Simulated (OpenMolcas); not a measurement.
**BF2H2Si (SMILES FB(F)[SiH2]) at CASSCF(7,6)/ANO-L-VDZP (6 states averaged)**

We compute the vertical excitations of BF2H2Si. 

Program for the calculation: OpenMolcas 26.06.

**1. Starting point**

BF2H2Si has 6 atoms, charge 0, and is taken as a doublet. As SMILES, `FB(F)[SiH2]`. The shape comes from GFN2-xTB, which is rough for such elements, and wasn't checked as a minimum.

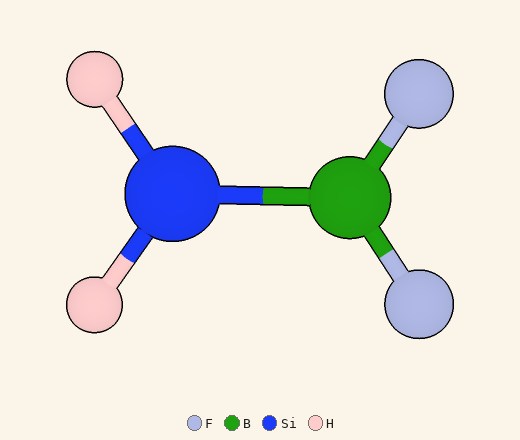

The structure, seen from a chosen angle (fluorine light blue, boron green, silicon blue, hydrogen pink).

**2. The excited states at CASSCF(7,6)/ANO-L-VDZP (6 states averaged)**

The input, step5.inp:

```
&GATEWAY
XBAS
F.ANO-L-VDZP
B.ANO-L-VDZP
Si.ANO-L-VDZP
H.ANO-L-VDZP
End of Basis
ZMAT
F1
B2 1 1.338285
F3 2 1.338161 1 112.72271
Si4 2 1.900912 3 123.58892 1 -179.90782
H5 4 1.458512 2 124.96023 3 0.22612
H6 4 1.458614 5 109.92575 2 -179.53194
End of ZMAT
&SEWARD
&RASSCF
FileOrb=$CurrDir/step2.RasOrb
Spin=2
Nactel=7 0 0
Inactive=16
Ras2=6
CIRoot=6 6 1
OrbListing=NoCore
OrbAppear=Compact
&RASSI
NrOfJobIphs=1 all
```

Command:

```sh
$ export MOLCAS_MEM=1860
$ pymolcas step5.inp > step5.log
```

The program printed:

```text
--- Start Module: gateway ---

                                              &GATEWAY

                       available to each process: 1.9 GB of memory, 1 thread

++    Symmetry information:
      ---------------------

                    Character Table for C1

                             E
                    a        1  x, y, xy, Rz, z, xz, Ry, yz, Rx, I
--

++    Basis set information:
      ----------------------

      Basis set label: F.ANO-L...3S2P1D.

      Electronic valence basis set:
      ------------------
      Associated Effective Charge   9.000000 au
      Associated Actual Charge      9.000000 au
      Nuclear Model: Point charge

      Shell  nPrim  nBasis  Cartesian Spherical Contaminant
         s      14       3        X
         p       9       2        X
         d       4       1                 X

      Basis set label: B.ANO-L...3S2P1D.

[... 191 lines left out ...]
      weights                                0.167 0.167 0.167 0.167 0.167 0.167
[... 57 lines left out ...]
      conf/sym  111111     Coeff  Weight
[... 28 lines left out ...]
      conf/sym  111111     Coeff  Weight
[... 30 lines left out ...]
      Natural orbitals and occupation numbers for root  6
[... 27 lines left out ...]
::    RASSCF root number  5 Total energy:   -513.58788489
[... 389 lines left out ...]
      Dipole Moment (debye):
[... 291 lines left out ...]
      Natural orbitals for root   5 are written to the RASORB.5 file
[... 91 lines left out ...]
::    RASSI State    2     Total energy:    -513.62555046503053
[... 63 lines left out ...]
 O_p : dipole oscillator strength in velocity gauge
[... 2 lines left out ...]
  Problematic transitions have been found

      From   To       Difference (%) Osc. st. (len.) Osc. st. (vel.)
     ---------------------------------------------------------------
         1    2            41.436565  2.24338479E-03  3.83069195E-03
         1    3            56.897399  1.97515954E-01  1.25888609E-01
         1    6            71.305519  2.96552518E-03  1.03348275E-02
[... 8 lines of this table left out ...]
         5    6            40.419762  6.09554808E-02  4.34094743E-02
     ---------------------------------------------------------------

 Number of problematic transitions =                    12

--

 Electric-dipole - electric-octupole not included
 Electric-dipole - magnetic-quadrupole not included

      ****************************************************************************************************
      *                                    Special properties section                                    *
      ****************************************************************************************************

--- Stop Module: rassi /rc=_RC_ALL_IS_WELL_ ---

.##################.
.# Happy landing! #.
.##################.

    Timing: Wall=10.87 User=9.42 System=1.22
```

It took 11 s on 1 thread of Arm Neoverse V1, shared host; peak memory 0.41 GiB.

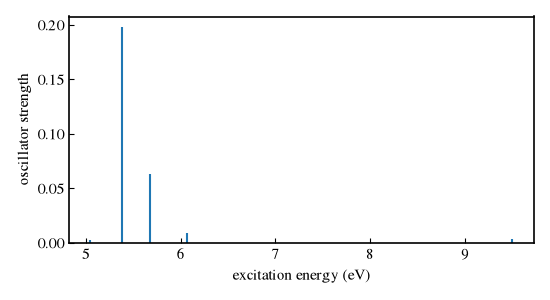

Vertical excitations as sticks.

The roots found:

| excited state | energy (eV) | strength |
| --- | --- | --- |
| 1 | 5.048 | 0.0022 |
| 2 | 5.382 | 0.1975 |
| 3 | 5.682 | 0.0629 |
| 4 | 6.073 | 0.0090 |
| 5 | 9.500 | 0.0030 |

**3. What came out**

Level: CASSCF(7,6)/ANO-L-VDZP (6 states averaged).

| quantity | value |
| --- | --- |
| energy of the lowest of 6 roots | -513.81106 Eh |
| dipole moment (CASSCF density) | 2.37 D |
| lowest excitation energy within this active space | 5.05 eV |

In words: The brightest of the 5 transitions from the ground state lies at 5.38 eV (230 nm, f = 0.198); the lowest, at 5.05 eV, has f = 0.002.
